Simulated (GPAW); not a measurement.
# Polarising V2NOS MXene monolayer with a field along the normal

The dipole of the cell at several fields, atoms fixed. What does the strongest field give, and what length does the slope stand for?

How it was computed: GPAW 26.7.0, plane waves (500 eV), PAW setups, PBE, 12×12 mesh, a dipole layer in the vacuum; geometry relaxed without an applied field with GPAW. The cell's area is 7.58 Å², and e/ε0 = 180.95 V Å.

What came out, but for one run:

| field (V/Å) | dipole (e Å) |
| --- | --- |
| −0.2 | −0.1017 |
| −0.1 | −0.0748 |
| −0.05 | −0.0614 |
| 0.05 | −0.0345 |
| 0.1 | −0.0210 |
| 0.2 | 0.0059 |
| 0.3 | ? |

**Question.** What is the dipole at 0.3 V/Å?

A: A line through the 6 points has the slope α = 0.269 e Å per V/Å and the intercept p₀ = −0.0479 e Å (r.m.s. residual 2.4e−05). At 0.3 V/Å it gives p = −0.0479 + 0.269 × 0.3 = 0.0328 e Å; the run gives 0.0329 e Å, so the response stays linear to 0.1 % of the induced part. Dividing by ε0 and the area: α/(ε0 A) = 0.269 × 180.95 / 7.58 = 6.43 Å, against 4.85 Å between the outer nuclei.

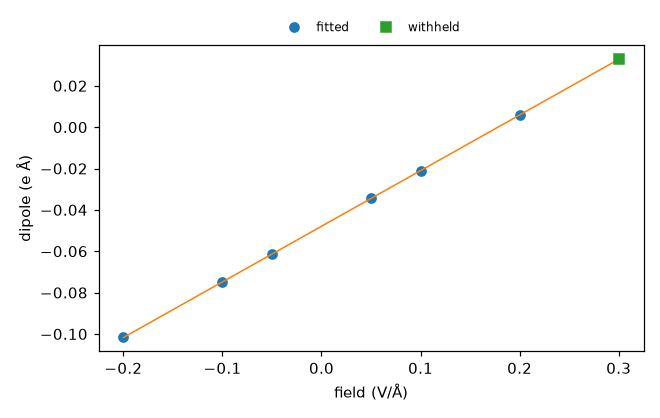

The line and the withheld run.

**Limits.** This is the electronic response alone; ions that move would add to it in polar layers. Spin-polarised runs started from parallel moments; another order may lie lower. Layers with unlike faces were relaxed with their cell in a fully periodic cell without the dipole layer, so their atoms felt a small spurious field.
